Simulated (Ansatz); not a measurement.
Take KTaO3 in the cubic perovskite structure (space group Pm-3m, No. 221; a = 3.9893 Å) as the base. Axes: x, y, z lie along the cube axes.

It is then changed as follows: a pure shear with ε_xz = ε_zx = -0.0310; the atoms relax in the strained cell.

Method: DFT with r2SCAN, PAW potentials and a 500 eV plane-wave cutoff in Ansatz (an electronic-structure program), scalar-relativistic without spin-orbit coupling, earlier PAW set.

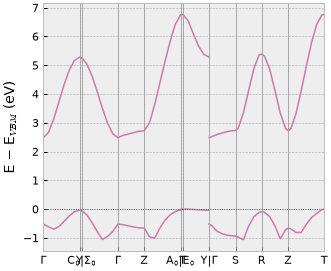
Figure. Highest valence and lowest conduction band along the path of the changed cell's own zone

The gap is 2.48 eV, indirect, T → Γ; the base has 2.64 eV.

With Ta present, leaving out spin-orbit coupling can change the band edges. Stability against distortions was not tested. Labels are those of the standard path for the cell's own space group.
